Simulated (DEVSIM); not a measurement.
Device: Au/La2O3/n-InP capacitor, at 300 K.

| layer (left to right) | material | thickness (nm) | Nd (cm⁻³) |
|---|---|---|---|
| 1 | La2O3 | 10.0 | - |
| 2 | InP | 1800 | 1.2e17 |

Metal gate on the left, work function 5.1 eV. Fixed charge at the semiconductor interface -2.4e10 cm⁻² (in units of +e); interface traps 2.7e12 cm⁻² eV⁻¹, uniform in energy, neutral level at 0.5 of the gap above the valence band.

This is a model device: material constants are rounded textbook-type values typed into the input, and sizes, dopings and lifetimes were drawn at random. Values at 300 K.

```csv
parameter,La2O3,InP
gap (eV),5.8,1.344
affinity (eV),1.8,4.38
permittivity,27,12.5
Nc (cm⁻³),-,5.7e17
Nv (cm⁻³),-,1.1e19
```

Model (solved in DEVSIM): 1D Poisson equation in equilibrium, Boltzmann statistics, complete ionisation; no quantum confinement or tunnelling. Metal contacts follow the ideal Schottky-Mott rule: no Fermi-level pinning, no interface dipoles.

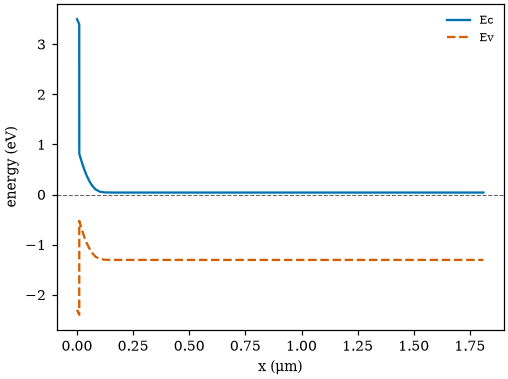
Figure: Band edges at -0.2 V on the gate

Energies count from the Fermi level of the right contact; mesh points crowd at the junctions.

```tsv
x (μm)	Ec (eV)	Ev (eV)	n (cm⁻³)	p (cm⁻³)	field (V/cm)
0.000	3.500	-2.300	< 1e2	< 1e2	-100000
0.001170	3.488	-2.312	< 1e2	< 1e2	-100000
0.003238	3.468	-2.332	< 1e2	< 1e2	-100000
0.006356	3.436	-2.364	< 1e2	< 1e2	-100000
0.009147	3.409	-2.392	< 1e2	< 1e2	-100000
0.01017	0.817	-0.527	11000	1.6e10	-160000
0.01164	0.794	-0.550	27000	6.2e9	-160000
0.01632	0.721	-0.623	440000	3.8e8	-150000
0.02459	0.602	-0.742	4.3e7	3800000	-140000
0.04315	0.379	-0.965	2.5e11	670	-100000
0.08110	0.108	-1.236	8.7e15	< 1e2	-39000
0.2017	0.040	-1.304	1.2e17	< 1e2	≈ 0
0.4151	0.040	-1.304	1.2e17	< 1e2	≈ 0
0.8645	0.040	-1.304	1.2e17	< 1e2	≈ 0
1.462	0.040	-1.304	1.2e17	< 1e2	≈ 0
1.645	0.040	-1.304	1.2e17	< 1e2	≈ 0
1.732	0.040	-1.304	1.2e17	< 1e2	≈ 0
1.774	0.040	-1.304	1.2e17	< 1e2	≈ 0
1.797	0.040	-1.304	1.2e17	< 1e2	≈ 0
1.804	0.040	-1.304	1.2e17	< 1e2	≈ 0
1.808	0.040	-1.304	1.2e17	< 1e2	≈ 0
1.810	0.040	-1.304	1.2e17	< 1e2	≈ 0
```
